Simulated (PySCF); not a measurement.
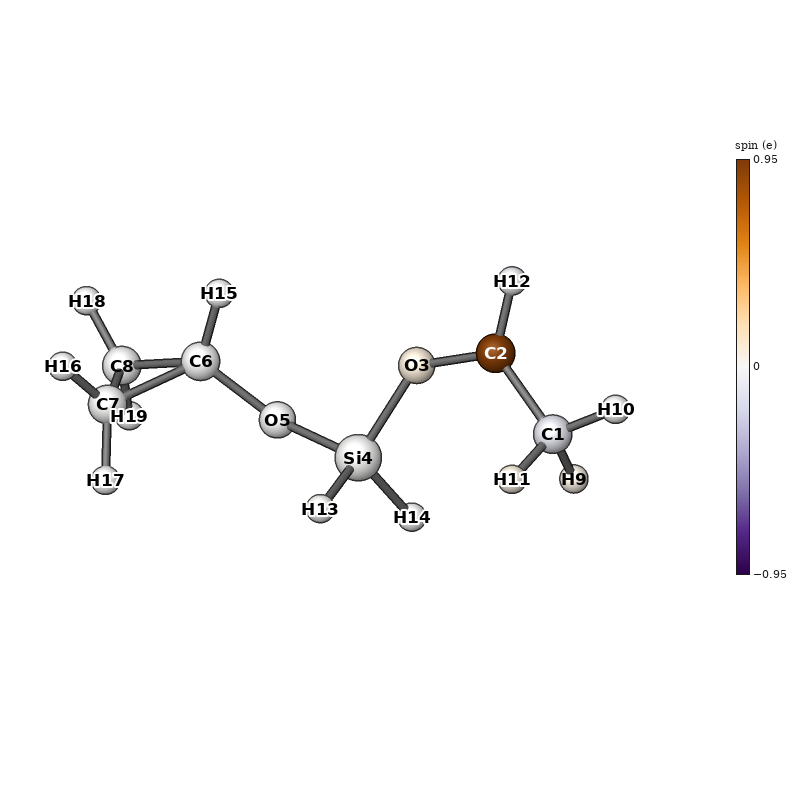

Atoms are coloured by their Mulliken spin populations. Charge 0, doublet. The computed structure is the end point of a GFN2-xTB optimisation. No frequency run is at hand to confirm it as a minimum. Level of theory: UKS B3LYP, pcH-1 on C H O Si, non-relativistic (PySCF 2.14.0).

Which atom carries the largest spin population?

Answer. C2 (0.93 e).

Which atom has the lowest spin population?

Answer. C1 (−0.08 e); a negative value comes from spin polarisation.

List the Mulliken spin populations.

```json
{"atom": "C1", "value (e)": "−0.08"}
{"atom": "C2", "value (e)": "0.93"}
{"atom": "O3", "value (e)": "0.08"}
{"atom": "Si4", "value (e)": "0.01"}
{"atom": "O5", "value (e)": "0.00"}
{"atom": "C6", "value (e)": "0.00"}
{"atom": "C7", "value (e)": "0.00"}
{"atom": "C8", "value (e)": "0.00"}
{"atom": "H9", "value (e)": "0.04"}
{"atom": "H10", "value (e)": "0.00"}
{"atom": "H11", "value (e)": "0.05"}
{"atom": "H12", "value (e)": "−0.05"}
{"atom": "H13", "value (e)": "0.01"}
{"atom": "H14", "value (e)": "0.01"}
{"atom": "H15", "value (e)": "0.00"}
{"atom": "H16", "value (e)": "0.00"}
{"atom": "H17", "value (e)": "0.00"}
{"atom": "H18", "value (e)": "0.00"}
{"atom": "H19", "value (e)": "0.00"}
```

Mulliken values depend strongly on the basis set. The geometry is semi-empirical. Around Si such bond lengths and angles can be off by a tenth of an ångström or more and by several degrees, and values that hang on the shape move with them.
